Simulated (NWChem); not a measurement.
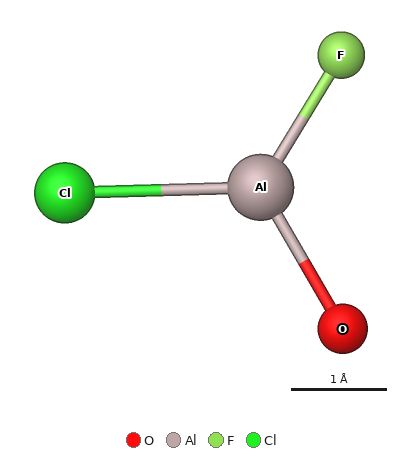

Fig. 1: The input geometry (ball-and-stick view, seen on its broad side). Sticks mark near contacts. Bond lengths as drawn: Al–Cl 2.06 Å, Al–F 1.63 Å and Al–O 1.72 Å.

## Run report: AlClOF (charge +1), single-point calculation

The run: single-point calculation of AlClOF, charge +1. Method and program: HF/3-21G, RHF (NWChem 7.3.0).

The geometry is that of the parent species in another charge or spin state. The geometry comes from this level: PBE0-D4/def2-TZVP.

What the program printed
```
E = -23697.477239 eV
dipole (e A): [0.4737 0.4195 0.6623]
```

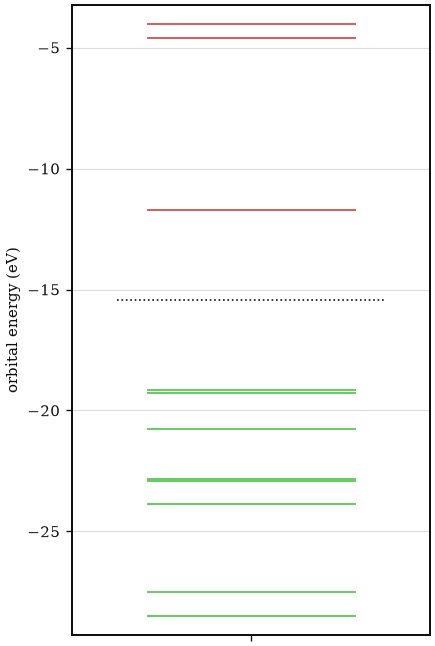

Fig. 2: Orbital energies near the frontier; the dotted line parts filled from empty levels, and levels within 0.02 eV of each other stand side by side. Highest filled −19.15 eV, lowest empty −11.73 eV, 7.42 eV apart.

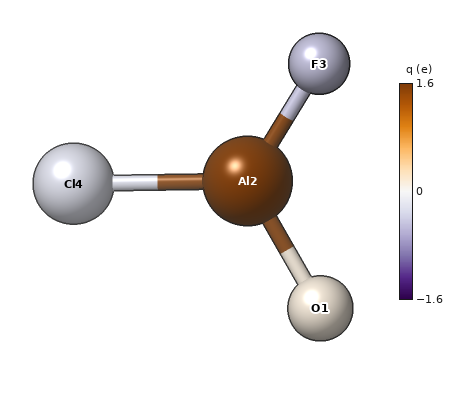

Fig. 3: Mulliken charges, as the colour of each atom (ball-and-stick view, seen on its broad side; atoms are numbered from 1 in the order of the input). By element: O +0.13, Al +1.57, F −0.46 and Cl −0.24 e.

This output came from the following input.

The input
```python
from ase.io import read
from ase.calculators.nwchem import NWChem

mol = read('geom.xyz')

calc = NWChem(
    label='geom',
    theory='scf',
    memory='2200 mb',
    basis='3-21G',
    basispar='spherical bse',
    charge=1,
    scf={'nopen': '0', 'rhf': None, 'thresh': '1e-08', 'maxiter': '80'},
    task='energy',
)
mol.calc = calc

e = mol.get_potential_energy()
print(f"E = {e:.6f} eV")
print("dipole (e A):", mol.get_dipole_moment().round(4))
```

File geom.xyz
```
4
AlClFO
O      0.993300     0.591700     1.294800
Al     0.061900    -0.095200     0.016700
F      0.278100    -1.671200    -0.348900
Cl    -1.277700     1.114400    -0.982900
```

File geom.nwi
```
title "geom"

permanent_dir geom

scratch_dir geom

start geom

geometry units angstrom nocenter noautosym noautoz
  O  9.9329999999999996e-01 5.9170000000000000e-01 1.2948000000000000e+00
  Al 6.1899999999999997e-02 -9.5200000000000007e-02 1.6700000000000000e-02
  F  2.7810000000000001e-01 -1.6712000000000000e+00 -3.4889999999999999e-01
  Cl -1.2777000000000001e+00 1.1144000000000001e+00 -9.8290000000000000e-01
end

charge 1

memory 2200 mb

basis spherical bse noprint
   * library 3-21G
end

scf
  nopen 0
  rhf
  thresh 1e-08
  maxiter 80
end

task scf energy
```

Run as:
```bash
export ASE_NWCHEM_COMMAND="nwchem PREFIX.nwi > PREFIX.nwo"
python run.py
```

Key numbers

```tsv
quantity	value
outcome	converged
total energy	−870.866233 hartree
basis functions	44
HOMO	−19.15 eV
LUMO	−11.73 eV
hardware	1 thread of Intel Xeon (Granite Rapids), 16 GiB of memory available, shared host
wall time	2.3 s
peak memory	0.099 GiB
```
